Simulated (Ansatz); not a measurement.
Consider H6O2W.

```xyz
9

W    -0.0888    0.0871    0.1383
H    -0.3912    0.0574    1.8199
H     1.3174   -0.1632    1.1078
O     0.1514    1.8309   -0.4087
H     0.5999    2.4780   -0.9723
H    -1.6917   -0.1293    0.6329
O     0.5580   -1.6714   -0.3372
H     1.3377   -1.9468    0.1690
H    -1.1456   -0.5427   -1.0878
```

Core potentials replace the inner electrons of W.

Method: Ansatz 0.2.0, RKS B3LYP-D4/def2-SVP.

**What will maps of the electron density and electron localisation function show?**

W–O (1.84 Å): the density is about 1.1 e/Å³ at the midpoint; the ELF peaks at about 0.85 in the valence shell of O, 0.5 Å from its nucleus, and drops to about 0.20 between the two atoms.
O–H (0.97 Å): the density is about 3.7 e/Å³ at the midpoint; the ELF climbs to about 1 towards the hydrogen, as it does in any bond to H: an ordinary covalent bond to hydrogen.
W–O (1.93 Å): ρ at the midpoint is about 0.99 e/Å³; the ELF peaks at about 0.85 in the valence shell of O, 0.6 Å from its nucleus, and drops to about 0.25 between the two atoms.

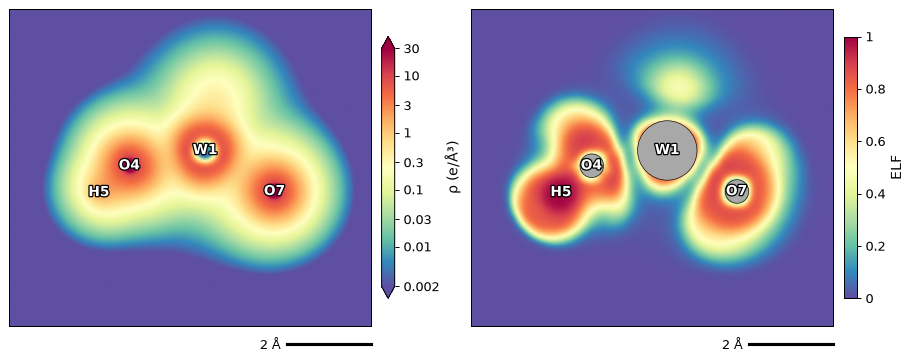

Computed electron density and electron localisation function on the plane of atoms O4, W1 and O7, in this order. Grey discs cover the atomic cores in the ELF map. 
